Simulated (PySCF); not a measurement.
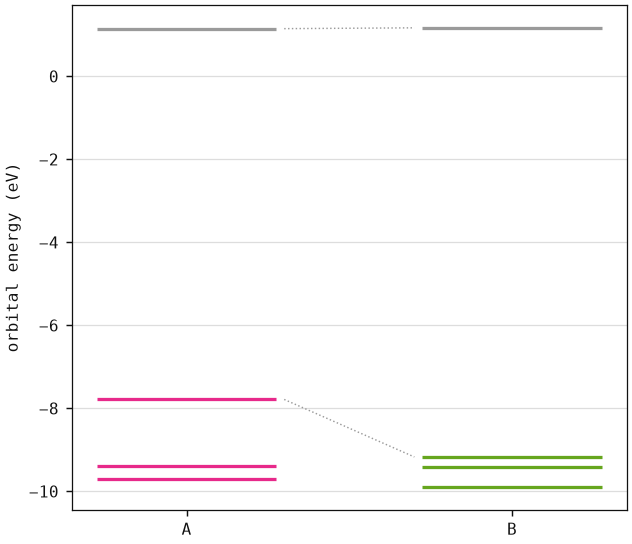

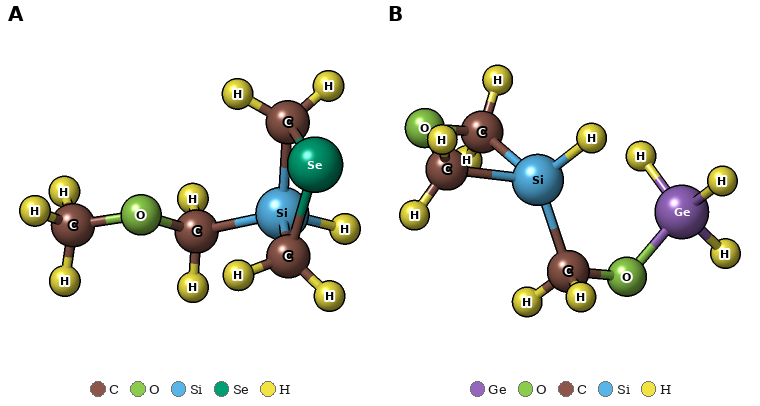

Related molecules: A is C₄H₁₀OSeSi, SMILES COC[SiH]1C[Se]C1; B is C₃H₁₀GeO₂Si, SMILES [GeH3][O]C[SiH]1COC1, singlet. Frontier orbital energies, ωB97X-D/def2-SVPD in PySCF 2.14.0, at a GFN2-xTB geometry (no frequency check); drawn are at most three filled levels and, in grey, the LUMO with any level within 0.03 eV of it; dotted lines join the HOMOs and the LUMOs.

**What does the change do to the frontier levels?**

From A to B the HOMO falls by 1.39 eV and the LUMO hardly moves, so the separation goes from 8.93 to 10.34 eV.

Limits of at least one run: empty levels above zero depend strongly on the basis; one conformer of a flexible molecule; spin-orbit coupling is left out, and with Se it can shift these levels and split any degenerate set; the tight-binding geometry is rougher than a DFT one and adds to the error.
